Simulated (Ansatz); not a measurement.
**What Si on a Ni site (antisite), symmetric start does to NiSi2**

Base system: a 24-atom supercell of NiSi2 (space group Fm-3m, No. 225; a = 5.390 Å; non-magnetic) at its relaxed geometry.

One thing is altered: one Ni atom is replaced by Si, atoms relaxed at fixed cell.

Calculations: Ansatz (a quantum-chemistry and plane-wave program), PBEsol, PAW, cutoff 420 eV, spin-orbit coupling left out, earlier PAW set. Γ-centred 6×6×6 mesh, Fermi–Dirac width 0.05 eV.

The total moment of the cell comes out as 0.0 μB and the energy gained by relaxation is 0.36 eV. The largest displacement of a host atom from its site in the perfect cell is 0.08 Å.

Final structure:

```
CELL_PARAMETERS angstrom
      0.00000     5.38975     5.38975
      5.38975     0.00000     5.38975
      5.38975     5.38975     0.00000
ATOMIC_POSITIONS crystal
  Si 0.00000 0.00000 0.00000
  Ni 0.00000 0.00000 0.50000
  Ni 0.00000 0.50000 0.00000
  Ni 0.00000 0.50000 0.50000
  Ni 0.50000 0.00000 0.00000
  Ni 0.50000 0.00000 0.50000
  Ni 0.50000 0.50000 0.00000
  Ni 0.50000 0.50000 0.50000
  Si 0.12925 0.12925 0.12925
  Si 0.12925 0.12925 0.61226
  Si 0.12925 0.61226 0.12925
  Si 0.12663 0.62446 0.62446
  Si 0.61226 0.12925 0.12925
  Si 0.62446 0.12663 0.62446
  Si 0.62446 0.62446 0.12663
  Si 0.62446 0.62446 0.62446
  Si 0.37554 0.37554 0.37554
  Si 0.37554 0.37554 0.87337
  Si 0.37554 0.87337 0.37554
  Si 0.38774 0.87075 0.87075
  Si 0.87337 0.37554 0.37554
  Si 0.87075 0.38774 0.87075
  Si 0.87075 0.87075 0.38774
  Si 0.87075 0.87075 0.87075
```

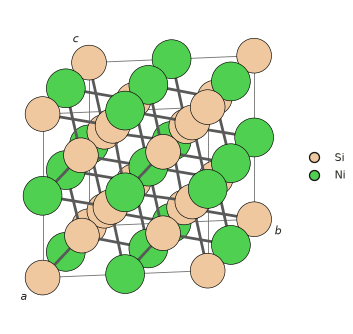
Figure. The relaxed cell after the change

Other magnetic orders, which the real material may have, were not ruled out. The cell is small, so the values are those of an ordered compound at a high defect concentration; dilute-limit values will differ. The defect started on the symmetric site and kept its symmetry, so it may sit on a saddle. Starting moments died away, wholly or in part, for Si on a Ni site (antisite) and the base; another magnetic solution may exist. Spin-polarised in the final run: Si on a Ni site (antisite); the other runs are not. The defect cell is spin-polarised and ends with 0.0 μB.
